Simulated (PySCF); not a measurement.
# C5H15NSi2 (SMILES CN([SiH2][SiH3])C1CCC1): what the fields show

Input file:

```
{"job": {"kind": "nmr", "xc": "PBE0", "basis": "pcSseg-1"}, "charge": 0, "multiplicity": 1}
C      0.844720     1.722974     0.054164
N      0.356857     0.399705    -0.254899
Si     1.297837    -1.022923    -0.012319
Si     3.530709    -0.499943     0.149991
C     -1.073344     0.398660    -0.384234
C     -1.917825     0.510246     0.907443
C     -2.878350    -0.535868     0.327433
C     -1.818951    -0.899477    -0.722536
H      0.526901     2.427271    -0.722063
H      0.456444     2.083390     1.013940
H      1.930921     1.727499     0.097863
H      1.033959    -1.902320    -1.165427
H      0.848579    -1.791432     1.172859
H      3.892493     0.259919     1.352699
H      4.064990     0.273599    -0.976051
H      4.320436    -1.731436     0.203249
H     -1.353142     1.192837    -1.089852
H     -2.337038     1.486726     1.142305
H     -1.367424     0.134721     1.768000
H     -3.766163    -0.085561    -0.112350
H     -3.182935    -1.335540     0.998928
H     -2.156331    -1.001378    -1.751751
H     -1.258097    -1.784684    -0.441439
```

Launched as:

```sh
OMP_NUM_THREADS=1 python probes_run.py task.json out
```

Geometry: GFN2-xTB.

These are results of PySCF 2.14.0, PBE0/pcSseg-1, SCF density, gas phase, non-relativistic, not measurements.

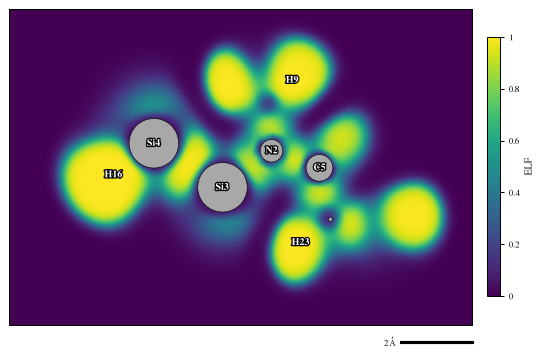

Figure 1. ELF on the plane of atoms N2, Si3 and Si4. Grey discs cover the atomic cores.

### Read the bonding off the picture.

The plane passes through N, Si, C and H nuclei. C–N (1.44 Å): the ELF peaks at about 0.90 between the atoms, as expected for localised, covalent bonding. Si–N (1.72 Å): the ELF peaks at about 0.90 between the atoms: a shared but strongly polarised pair. Si–Si (2.30 Å): the ELF peaks at about 1 between the atoms; a shared electron pair. Si–H (1.46 Å): the ELF climbs to about 1 towards the hydrogen, as it does in any bond to H.

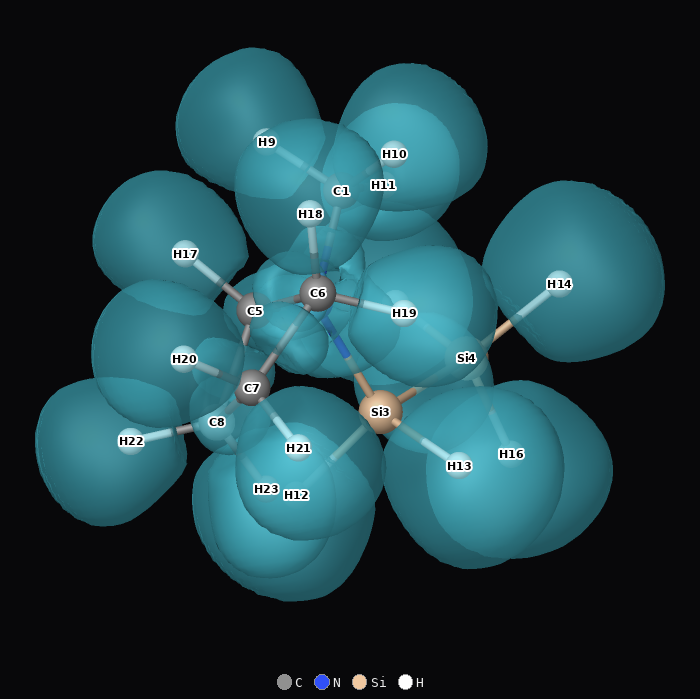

Figure 2. Isosurface of the electron localisation function at 0.75 (cyan), seen at an oblique angle. Core shells and regions of very low density are left out.

### What do the ELF domains correspond to?

At this value the surface marks out four regions between bonded C–C atoms (shared pairs), one region between bonded Si–Si atoms (shared pairs), 15 regions around hydrogen nuclei and one region on N in which the atom's valence shell and bonds are merged. Along the contacts the grid gives the following. C–C (1.53 Å): the ELF peaks at about 0.95 between the atoms; a shared electron pair.

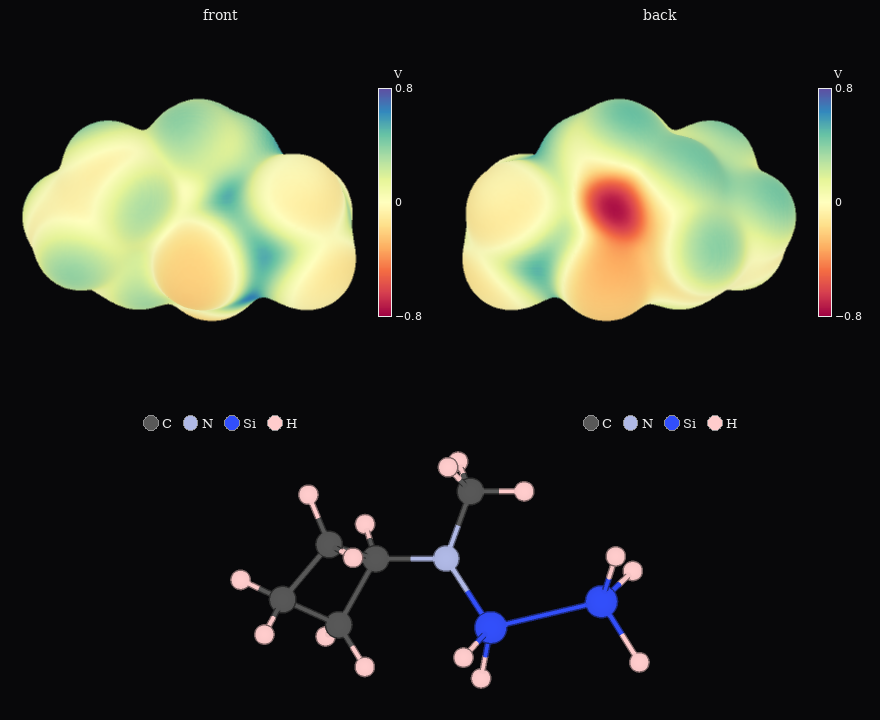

Figure 3. The molecular electrostatic potential painted on the density surface at 0.001 e/bohr³, seen from the front and from behind; red is negative and blue positive. The bare structure is drawn below in the same view.

### Describe the electrostatic potential map.

The most negative region (about −0.7 V) lies over N2, the most positive (about +0.6 V) over Si3, Si4 and H11.

### How polar is the molecule by this calculation?

Its dipole moment is 1.21 D.
